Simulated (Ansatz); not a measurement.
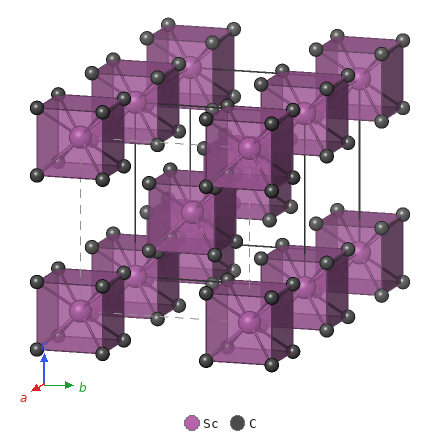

Polyhedra are drawn about Sc (bonds: C–Sc below 2.5 Å); other atoms are plain spheres.

System ScC₈ (space group Im-3m, No. 229); source of the atomic positions: the end point of a relaxation with DFT PBE, scalar-relativistic, plane waves, PAW in Ansatz 0.2.0; the starting structure was generated, so it need not be a known form of this composition.

Question: What figure surrounds each Sc atom, and how are these polyhedra linked?

Answer: Sc: ScC8 cube. The cubes are isolated from each other.
